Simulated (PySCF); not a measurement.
## What a change does: NMR shielding calculation on C2H2BCl3

System: C2H2BCl3.
Method of run 1: GIAO PBE0/6-31G* NMR shielding, non-relativistic, gas phase (PySCF 2.14.0).

The geometry comes from this level: PBE0-D3(BJ)/def2-SVP. Text and figures count atoms from 1; the logs count them from 0 in places.

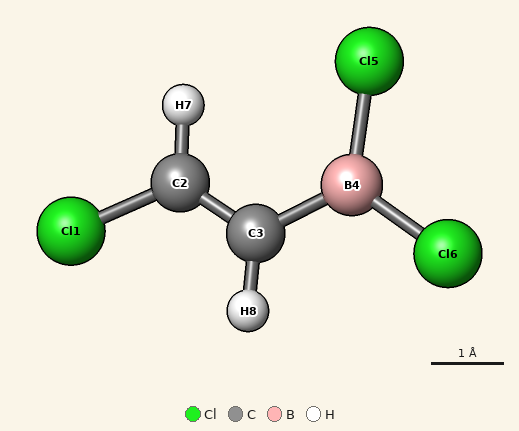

Fig. 1: The structure (ball-and-stick view, seen at a tilt; atoms are numbered from 1 in the order of the input).

Input, run 1:
```
{"job": {"kind": "nmr", "xc": "PBE0", "basis": "6-31G*", "pop": true}, "charge": 0, "multiplicity": 1}
Cl     2.727741     0.260884    -0.742686
C      1.079288     0.494596    -0.346482
C      0.238236    -0.493085    -0.001430
B     -1.232524    -0.207378     0.344206
Cl    -1.889924     1.423317     0.338617
Cl    -2.304540    -1.529343     0.761880
H      0.765906     1.541802    -0.398444
H      0.615743    -1.519779     0.030507
```

The first line tells a small driver script what to run in PySCF; the rest is the geometry in Å.

Launched with:
```bash
OMP_NUM_THREADS=1 python <driver script> task.json out
```

Hardware: 1 CPU thread, shared host.

Output (run 1):
```
coarse grid: 9376 points
cycle   1  E = -1482.3166407829  dE =  7.528e-01  |g| = 3.640e-01  |ddm| = 3.063e+00
cycle   2  E = -1482.2966128478  dE =  2.003e-02  |g| = 4.706e-01  |ddm| = 8.903e-01
cycle   3  E = -1482.3530096925  dE = -5.640e-02  |g| = 8.143e-02  |ddm| = 5.112e-01
cycle   4  E = -1482.3546462213  dE = -1.637e-03  |g| = 2.912e-02  |ddm| = 1.040e-01
cycle   5  E = -1482.3548639410  dE = -2.177e-04  |g| = 8.532e-03  |ddm| = 4.048e-02
cycle   6  E = -1482.3548840191  dE = -2.008e-05  |g| = 2.199e-03  |ddm| = 1.428e-02
cycle   7  E = -1482.3548853956  dE = -1.376e-06  |g| = 3.431e-04  |ddm| = 3.201e-03
final grid: 79608 points
cycle   8  E = -1482.2988725708  dE = -1.296e-05  |g| = 4.924e-03  |ddm| = 1.722e-02
cycle   9  E = -1482.2988693030  dE =  3.268e-06  |g| = 6.055e-03  |ddm| = 1.293e-02
cycle  10  E = -1482.2988795616  dE = -1.026e-05  |g| = 6.865e-04  |ddm| = 7.983e-03
cycle  11  E = -1482.2988796972  dE = -1.356e-07  |g| = 1.179e-04  |ddm| = 1.103e-03
cycle  12  E = -1482.2988796998  dE = -2.620e-09  |g| = 5.931e-05  |ddm| = 1.389e-04
cycle  13  E = -1482.2988797006  dE = -8.565e-10  |g| = 1.888e-05  |ddm| = 7.204e-05
converged SCF energy = -1482.2988797006

GIAO shielding tensors (ppm)
atom      isotropic    diamagn.    paramagn.     s11        s22        s33       span
  0 Cl     689.390    1145.156    -455.767    457.091    742.650    868.428    411.337
  1 C       41.566     258.819    -217.253    -56.416     44.453    136.662    193.077
  2 C       67.603     253.447    -185.844    -25.595     69.976    158.428    184.023
  3 B       61.052     197.857    -136.805     40.258     49.555     93.343     53.085
  4 Cl     767.208    1147.706    -380.498    502.741    838.656    960.228    457.487
  5 Cl     716.456    1146.526    -430.070    477.073    779.368    892.926    415.853
  6 H       24.710      30.283      -5.573     19.665     23.522     30.943     11.278
  7 H       25.792      29.522      -3.730     22.777     23.698     30.903      8.126
```

The input of run 2 differs as follows (lines with − go, lines with + come):
```diff
-"basis": "6-31G*"
+"basis": "def2-TZVP"
```

What does this change do to the results?

The total energy of run 2 is 86.1 kcal/mol lower, which measures the change of basis and not a stability. The HOMO goes from −8.08 to −8.14 eV. The LUMO goes from −2.30 to −2.40 eV. The dipole moment goes from 1.10 to 0.97 D. Of all shieldings, the largest change is that of Cl1, by −60.0 ppm. The SCF takes 14 iterations against 13. The basis functions go from 100 to 216.

Output (run 2):
```
coarse grid: 9376 points
cycle   1  E = -1482.4078335384  dE =  7.265e-01  |g| = 3.579e-01  |ddm| = 2.432e+00
cycle   2  E = -1482.3885983609  dE =  1.924e-02  |g| = 4.643e-01  |ddm| = 6.498e-01
cycle   3  E = -1482.4388465145  dE = -5.025e-02  |g| = 8.872e-02  |ddm| = 3.657e-01
cycle   4  E = -1482.4404946788  dE = -1.648e-03  |g| = 4.304e-02  |ddm| = 8.633e-02
cycle   5  E = -1482.4409314370  dE = -4.368e-04  |g| = 1.023e-02  |ddm| = 3.181e-02
cycle   6  E = -1482.4409577973  dE = -2.636e-05  |g| = 2.687e-03  |ddm| = 9.157e-03
cycle   7  E = -1482.4409593791  dE = -1.582e-06  |g| = 1.358e-03  |ddm| = 2.867e-03
final grid: 79608 points
cycle   8  E = -1482.4361510935  dE = -3.191e-05  |g| = 6.536e-03  |ddm| = 3.594e-02
cycle   9  E = -1482.4361439894  dE =  7.104e-06  |g| = 7.928e-03  |ddm| = 1.043e-02
cycle  10  E = -1482.4361605441  dE = -1.655e-05  |g| = 1.387e-03  |ddm| = 6.403e-03
cycle  11  E = -1482.4361609364  dE = -3.923e-07  |g| = 2.023e-04  |ddm| = 1.241e-03
cycle  12  E = -1482.4361609445  dE = -8.158e-09  |g| = 9.781e-05  |ddm| = 2.037e-04
cycle  13  E = -1482.4361609469  dE = -2.387e-09  |g| = 3.239e-05  |ddm| = 7.914e-05
cycle  14  E = -1482.4361609472  dE = -2.374e-10  |g| = 9.159e-06  |ddm| = 2.490e-05
converged SCF energy = -1482.4361609472

GIAO shielding tensors (ppm)
atom      isotropic    diamagn.    paramagn.     s11        s22        s33       span
  0 Cl     629.363    1144.294    -514.932    372.284    679.786    836.018    463.734
  1 C       20.652     251.617    -230.965    -89.506     25.802    125.661    215.167
  2 C       48.741     253.953    -205.212    -54.822     53.302    147.743    202.565
  3 B       50.234     192.780    -142.546     26.619     37.476     86.606     59.987
  4 Cl     722.225    1145.095    -422.871    435.648    809.646    921.380    485.731
  5 Cl     666.343    1143.815    -477.472    409.136    745.456    844.438    435.302
  6 H       23.529      29.744      -6.215     18.934     21.123     30.529     11.595
  7 H       24.820      30.189      -5.370     20.822     23.113     30.523      9.701
```

The two runs side by side:

```csv
quantity,run 1,run 2
outcome,converged,converged
total energy (hartree),−1482.298880,−1482.436161
HOMO (eV),−8.08,−8.14
LUMO (eV),−2.30,−2.40
dipole moment (D),1.10,0.97
shielding of Cl1 (ppm),689.4,629.4
shielding of C2 (ppm),41.6,20.7
shielding of C3 (ppm),67.6,48.7
shielding of B4 (ppm),61.1,50.2
shielding of Cl5 (ppm),767.2,722.2
shielding of Cl6 (ppm),716.5,666.3
shielding of H7 (ppm),24.7,23.5
SCF iterations,13,14
basis functions,100,216
wall time (shared host),9.5 s,27 s
```
